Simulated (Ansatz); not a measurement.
## Electronic structure of H₈O₂Si₃ (SMILES [SiH2](O[SiH3])O[SiH3]) in real space

```json
{"atom": "Si", "x (Å)": "0.0214", "y (Å)": "-1.1534", "z (Å)": "0.8966"}
{"atom": "O", "x (Å)": "1.3392", "y (Å)": "-0.3052", "z (Å)": "0.4487"}
{"atom": "Si", "x (Å)": "2.5425", "y (Å)": "0.6637", "z (Å)": "-0.0953"}
{"atom": "O", "x (Å)": "-1.3253", "y (Å)": "-0.4751", "z (Å)": "0.2776"}
{"atom": "Si", "x (Å)": "-2.5610", "y (Å)": "0.3329", "z (Å)": "-0.4314"}
{"atom": "H", "x (Å)": "-0.0735", "y (Å)": "-1.1498", "z (Å)": "2.3669"}
{"atom": "H", "x (Å)": "0.1421", "y (Å)": "-2.5302", "z (Å)": "0.3864"}
{"atom": "H", "x (Å)": "3.4730", "y (Å)": "-0.1202", "z (Å)": "-0.9358"}
{"atom": "H", "x (Å)": "1.9768", "y (Å)": "1.7688", "z (Å)": "-0.9000"}
{"atom": "H", "x (Å)": "3.2843", "y (Å)": "1.2300", "z (Å)": "1.0517"}
{"atom": "H", "x (Å)": "-3.5182", "y (Å)": "0.7857", "z (Å)": "0.6008"}
{"atom": "H", "x (Å)": "-2.0421", "y (Å)": "1.5106", "z (Å)": "-1.1613"}
{"atom": "H", "x (Å)": "-3.2590", "y (Å)": "-0.5577", "z (Å)": "-1.3834"}
```

Method: Hartree-Fock, Gaussian basis def2-SVP in Ansatz.

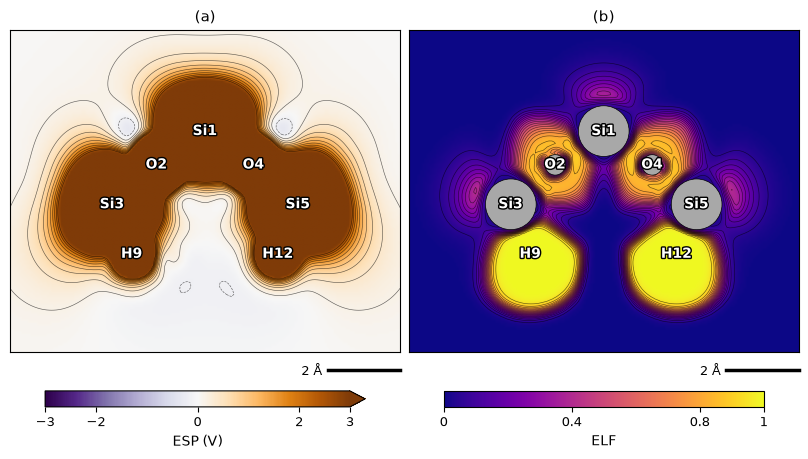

Figure 1. (a) molecular electrostatic potential; (b) electron localisation function on the plane of atoms O2, Si1 and O4. Grey discs cover the atomic cores in the ELF map.

Question: Read the bonding off the picture.

Answer: The section cuts through Si, O and H sites.
Si–O (1.63 Å): the ELF peaks at about 0.85 between the atoms (a polar covalent bond).
Si–H (1.48 Å): the ELF climbs to about 1 towards the hydrogen, as it does in any bond to H.
The ELF also peaks beside O4, away from the bonds: lone-pair regions.
Outside the dense part of the molecule the potential is most negative (−0.3 V) near O2 and O4.

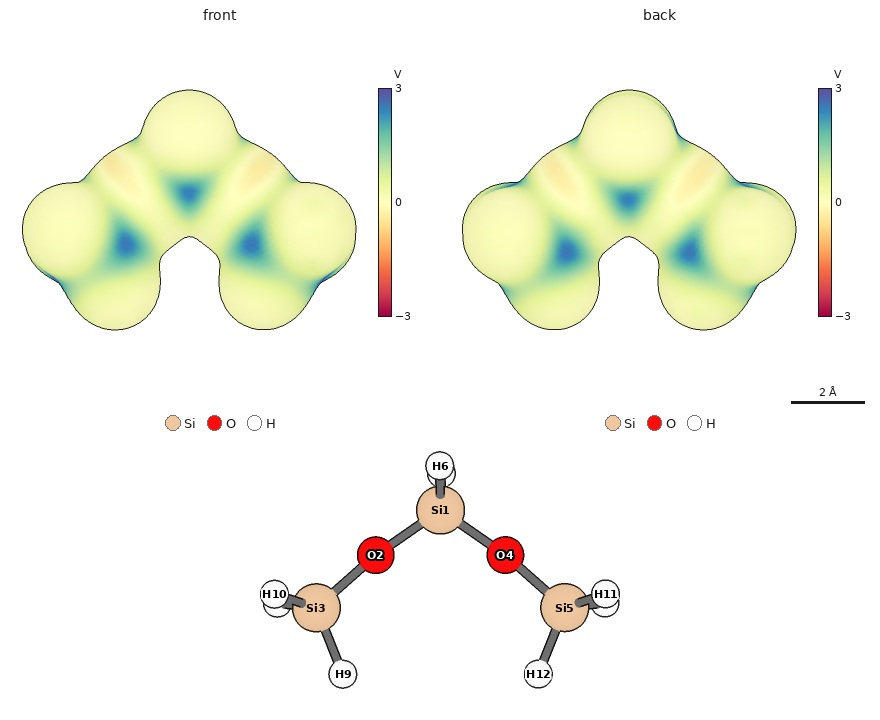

Figure 2. The molecular electrostatic potential painted on the density surface at 0.004 e/bohr³, seen from the front and from behind; red is negative and blue positive. The bare structure is drawn below in the same view.

Question: Which sites attract a positive test charge, and which a negative one?

Answer: A positive charge is drawn to the negative regions and a negative charge to the positive ones. The most negative region (about −0.3 V) lies over O2 and O4, the most positive (about +2.8 V) over Si3 and Si5.

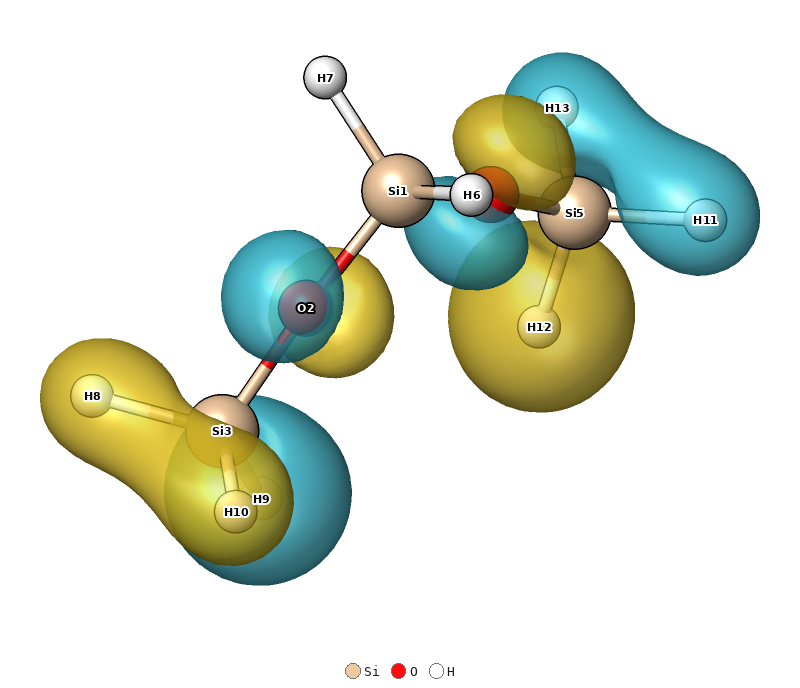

Figure 3. The HOMO−1 at ±0.1 Å⁻³ᐟ² (yellow and cyan are the two phases), seen at an oblique angle.

Question: Describe this orbital and give its energy.

Answer: It lies mainly on Si3 (about 15 %), Si5 (about 15 %), H12 (about 15 %), H9 (about 15 %), O4 (about 10 %) and O2 (about 10 %). Its energy is −12.45 eV.
